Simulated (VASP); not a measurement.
# ZnO (zincite): the band gap up a ladder of functionals, part 6 of 6

How far up the ladder of functionals must one climb to get the gap of ZnO (zincite) right? The start is a cell from a database of measured crystal structures.

VASP 6.6.1, plane waves and PAW; the level of theory is named at each step.

So far, least gap on mesh and path (eV): step 2 (bands, level LDA) 0.730; step 9 (bands, level HSE06) 2.50; step 11 (bands, level r2SCAN-EpsX, ε∞ used 5.865) 2.78; step 12 (bands, level r2SCANh) 2.13; step 13 (bands, level PBE-EpsX, ε∞ used 5.865) 2.41.

### 14. Bands with B3LYP

This step: B3LYP; plane waves and PAW (Zn, O) (VASP 6.6.1).

B3LYP, with a fifth of exact exchange, was fitted to molecules.

Contents of INCAR:

```
SYSTEM = ZnO
PREC = Accurate
ENCUT = 520
EDIFF = 1E-06
NELM = 100
ISMEAR = 0
SIGMA = 0.02
LREAL = .FALSE.
ALGO = Normal
LHFCALC = .TRUE.
AEXX = 0.2
GGA = B3
AGGAX = 0.72
AGGAC = 0.81
ALDAC = 0.19
LASPH = .TRUE.
NBANDS = 24
PRECFOCK = Fast
HFRCUT = -1
LORBIT = 11
LWAVE = .FALSE.
LCHARG = .FALSE.
KPAR = 8
```

Contents of POSCAR:

```
ZnO
1.0
    3.2493080000      0.0000000000      0.0000000000
   -1.6246540000      2.8139832727      0.0000000000
    0.0000000000      0.0000000000      5.2057090000
Zn O
2 2
Direct
    0.3333333333      0.6666666667      0.5000000000
    0.6666666667      0.3333333333      0.0000000000
    0.6666666667      0.3333333333      0.3790100000
    0.3333333333      0.6666666667      0.8790100000
```

Contents of KPOINTS:

```
Automatic mesh
0
Gamma
5 5 3
0 0 0
```

Contents of KPOINTS_OPT:

```
Line mode
6
Line-mode
Reciprocal
  0.00000000   0.00000000   0.00000000 GAMMA
  0.50000000   0.00000000   0.00000000 M

  0.50000000   0.00000000   0.00000000 M
  0.33333333   0.33333333   0.00000000 K

  0.33333333   0.33333333   0.00000000 K
  0.00000000   0.00000000   0.00000000 GAMMA

  0.00000000   0.00000000   0.00000000 GAMMA
  0.00000000   0.00000000   0.50000000 A

  0.00000000   0.00000000   0.50000000 A
  0.50000000   0.00000000   0.50000000 L

  0.50000000   0.00000000   0.50000000 L
  0.33333333   0.33333333   0.50000000 H

  0.33333333   0.33333333   0.50000000 H
  0.00000000   0.00000000   0.50000000 A

  0.50000000   0.00000000   0.50000000 L
  0.50000000   0.00000000   0.00000000 M

  0.33333333   0.33333333   0.00000000 K
  0.33333333   0.33333333   0.50000000 H
```

PAW data sets: Zn and O (PBE family, release 64).

Started as:

```console
$ mpirun -np 8 vasp_std
```

Numbers of over 12 decimals in the logs are rounded to 6 here.

The program printed:

```text
[banner, memory and clock lines left out]
running    8 mpi-ranks, on    1 nodes
[...]
[... a notice as in an earlier step ...]

 [... a notice as in an earlier step ...]

 LDA part: xc-table for (Slater(with rela. corr.)+VWN3), standard interpolation
 found WAVECAR, reading the header
 POSCAR, INCAR and KPOINTS ok, starting setup
[...]
HFRCUT set to (new)   9.481018
 reading WAVECAR
 the WAVECAR file was read successfully
 initial charge from wavefunction
 entering main loop
       N       E                     dE             d eps       ncg     rms          rms(c)
DAV:   1    -0.215678025779E+02   -0.21568E+02   -0.60602E-01   552   0.269E+01    0.180E+00
DAV:   2    -0.215364135897E+02    0.31389E-01   -0.38703E-01   496   0.769E+00    0.595E-01
DAV:   3    -0.215367755661E+02   -0.36198E-03   -0.35871E-02   608   0.223E+00    0.354E-01
DAV:   4    -0.215370068292E+02   -0.23126E-03   -0.13280E-03   680   0.754E-01    0.206E-01
[...]
DAV:   9    -0.215368174106E+02    0.11549E-05   -0.94009E-07   352   0.131E-02    0.137E-02
DAV:  10    -0.215368169155E+02    0.49507E-06   -0.10861E-06   272   0.108E-02
   1 F= -.21536817E+02 E0= -.21536817E+02  d E =-.141330E-44
 Start KPOINTS_OPT (optional k-point list driver)
k-point batch [1-10\54]
       N       E                     dE             ncg
DAV:   1     0.120831618229E+04   -0.83516E+04      480
DAV:   2    -0.185759695237E+04   -0.30659E+04      528
DAV:   3    -0.216451721563E+04   -0.30692E+03      536
DAV:   4    -0.217206155611E+04   -0.75443E+01      584
DAV:   5    -0.217212989851E+04   -0.68342E-01      624
DAV:   6    -0.217213051210E+04   -0.61360E-03      584
DAV:   7    -0.217213051932E+04   -0.72170E-05      560
DAV:   8    -0.217213051943E+04   -0.11375E-06      416
[...]
k-point batch [51-54\54]
       N       E                     dE             ncg
DAV:   1     0.878605857336E+04   -0.55482E+04      192
DAV:   2     0.757514004933E+04   -0.12109E+04      216
DAV:   3     0.745067651270E+04   -0.12446E+03      208
DAV:   4     0.744773912178E+04   -0.29374E+01      208
DAV:   5     0.744771395495E+04   -0.25167E-01      224
DAV:   6     0.744771376565E+04   -0.18930E-03      224
DAV:   7     0.744771376376E+04   -0.18903E-05      176
DAV:   8     0.744771376373E+04   -0.34325E-07      128
```

The job ended after 8.7 min (8 MPI ranks of Intel Xeon Platinum 8488C (Sapphire Rapids), shared host; peak memory 1.7 GiB; 69 min of CPU time).

OUTCAR, selected parts (step 14):

```text
 POSITION                                       TOTAL-FORCE (eV/Angst)
 -----------------------------------------------------------------------------------
     -0.00000      1.87599      2.60285         0.000000      0.000000     -0.078418
      1.62465      0.93799      0.00000        -0.000000      0.000000     -0.078418
      1.62465      0.93799      1.97302         0.000000     -0.000000      0.078418
     -0.00000      1.87599      4.57587        -0.000000      0.000000      0.078418
 -----------------------------------------------------------------------------------
    total drift:                               -0.000002     -0.000000     -0.000152

  FREE ENERGIE OF THE ION-ELECTRON SYSTEM (eV)
  ---------------------------------------------------
  free  energy   TOTEN  =       -21.5368169155 eV

  energy  without entropy=      -21.5368169155  energy(sigma->0) =      -21.53681692

[... 2 parts as in an earlier step ...]

[... 1 further part left out ...]
[key lines of the parts left out:]
E-fermi :   0.1647
```

Electronic bands along the path, in eV, zero at the valence-band top; v1 is the highest filled band, c1 the lowest empty one:

```
    point     v4     v3     v2     v1     c1     c2     c3
        Γ  -0.86  -0.06   0.00   0.00   2.87   7.47  10.70
        M  -3.02  -2.37  -1.37  -0.86   8.06   9.12   9.85
        K  -3.86  -2.06  -2.06  -1.81   9.87  10.09  10.09
        Γ  -0.86  -0.06   0.00   0.00   2.87   7.47  10.70
        A  -0.43  -0.43  -0.43  -0.43   5.60   5.60  12.52
        L  -1.58  -1.58  -1.42  -1.42   7.93   7.93  10.89
        H  -2.88  -2.88  -1.27  -1.27  10.29  10.29  10.35
        A  -0.43  -0.43  -0.43  -0.43   5.60   5.60  12.52
jump to L  -1.58  -1.58  -1.42  -1.42   7.93   7.93  10.89
        M  -3.02  -2.37  -1.37  -0.86   8.06   9.12   9.85
jump to K  -3.86  -2.06  -2.06  -1.81   9.87  10.09  10.09
        H  -2.88  -2.88  -1.27  -1.27  10.29  10.29  10.35
```

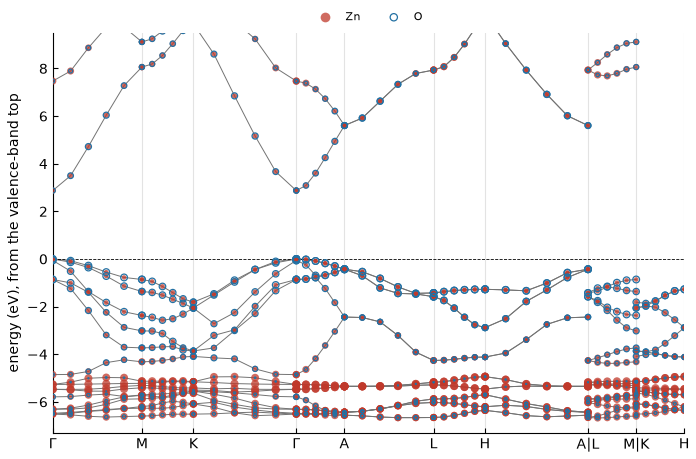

Electronic bands along the path; dots are coloured as in the legend, and their area grows with the weight.

The gap is 2.87 eV, direct at Γ. Against LDA that is +2.14 eV; this run took 47 times the core time, on fewer points of the path. The gap lies -0.51 eV from the measured 3.38 eV.

### 15. The ladder as a table

This step: ladder of functionals on one cell; plane waves and PAW (VASP 6.6.1).

Derived from the runs above.

A gap of 0 means none; cost is the wall time of each run, as given at its step, times its ranks, without the set-up around it. Results by level, by row:

```
      level  gap (eV)  least direct gap (eV)  pressure (GPa)  cost (core minutes)
        LDA      0.73                   0.73           -5.97                 1.47
        PBE     0.785                  0.785            6.02                 1.87
     r2SCAN     1.229                  1.229           -0.13                 5.07
     TB-mBJ     2.582                  2.582               -                  4.4
       BLYP     0.958                  0.958           10.45                 2.35
       SCAN     1.154                  1.154           -1.37                  4.8
      HSE06     2.503                  2.503               -                 71.2
r2SCAN-EpsX     2.781                  2.781               -                 74.8
    r2SCANh     2.129                  2.129               -                 70.8
   PBE-EpsX     2.408                  2.408               -                 68.4
      B3LYP     2.874                  2.874               -                 69.3
```

### 16. Outcome

```json
{
 "gap, LDA": "0.730 eV",
 "gap, PBE": "0.785 eV",
 "gap, r2SCAN": "1.23 eV",
 "gap, TB-mBJ": "2.58 eV",
 "gap, BLYP": "0.958 eV",
 "gap, SCAN": "1.15 eV",
 "gap, HSE06": "2.50 eV",
 "gap, r2SCAN-EpsX": "2.78 eV",
 "gap, r2SCANh": "2.13 eV",
 "gap, PBE-EpsX": "2.41 eV",
 "gap, B3LYP": "2.87 eV"
}
```

For ZnO (zincite) the functional decides between a gap of 0.730 eV (LDA) and 2.87 eV (B3LYP), while across these levels the cost spans a factor of 51. No level that was run brings the gap within 0.24 eV of experiment (a bound picked here). In most such crystals zero-point and thermal motion narrow the gap, so the static value to match lies above the measured one, and levels a little over it fare better than the table shows. HSE06 moves the gap by +1.72 eV from PBE, at about 38 times the core time, though on fewer points of the path. On r2SCAN the gap grows with the share of exact exchange: 1.23 eV at none, 2.13 eV at 0.10, 2.78 eV at 0.17. TB-mBJ lands +0.08 eV from HSE06 at 6.2 % of its cost. All levels use one geometry and one mesh, kept coarse to afford the hybrids, so no gap here is fully converged. Costs come from a shared host, and the hybrids use PRECFOCK = Fast. These are single-particle gaps of a static lattice, without excitons or temperature.

Computed beside measured:

| quantity | measured | LDA | PBE | r2SCAN | TB-mBJ | HSE06 | r2SCAN-EpsX | B3LYP |
| --- | --- | --- | --- | --- | --- | --- | --- | --- |
| band gap (least gap) (eV) | 3.38 | 0.73 (-2.65 eV) | 0.79 (-2.59 eV) | 1.23 (-2.15 eV) | 2.58 (-0.80 eV) | 2.50 (-0.88 eV) | 2.78 (-0.60 eV) | 2.87 (-0.51 eV) |

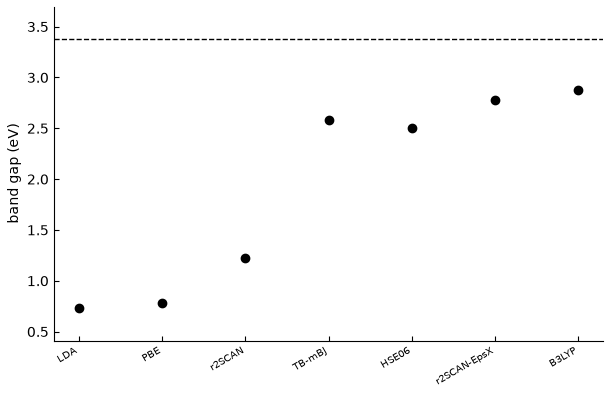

The band gap by level; the dashed line is the measured value.

Measured values from pmc:10652265 (2023).

How well it matches: For the band gap, of the levels listed nearest comes B3LYP (-0.51 eV, fair agreement) and farthest LDA (-2.65 eV, a clear miss). Zero-point and thermal motion shift the measured gap. No cell relaxation is part of this session.

[Lines on the potential files, build, host, timing and source positions are cut from VASP's logs without a mark.]

[Logs are printed without paths, hosts, clocks, repeated set-up lines and the standing remarks that a program may print on its own settings, such as how far it seeks lower states.]

[Hosts, paths, dates, database ids (printed as entryN), source tags and the programs' standing remarks are cut or masked in the printed files.]

[Measured values are set beside computed ones only where the two were judged alike; some that the calculation misses by far are left out.]
